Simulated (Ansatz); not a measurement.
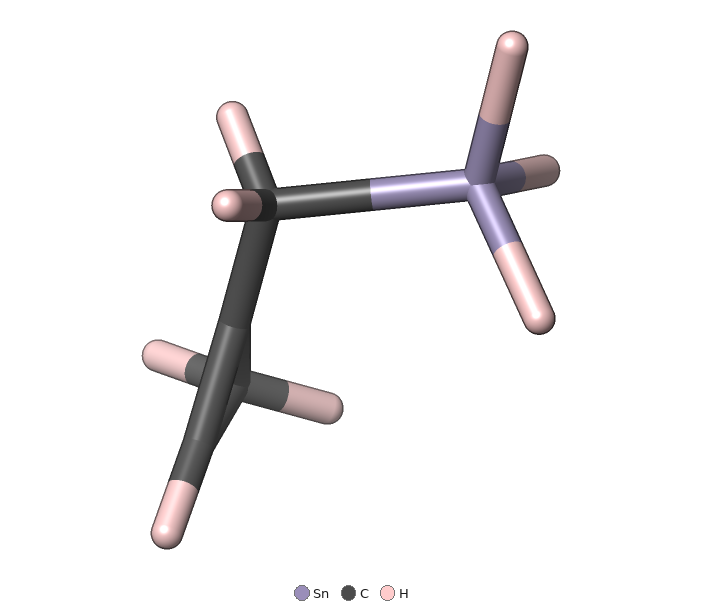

Computed geometry: PBE-D4/def2-SVP optimisation. No frequency run is at hand to confirm it as a minimum.

Give the structural formula.

SMILES: [SnH3][CH2]C1=CC1

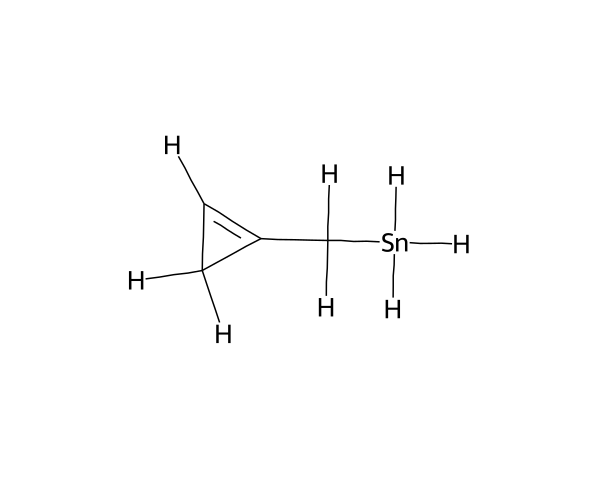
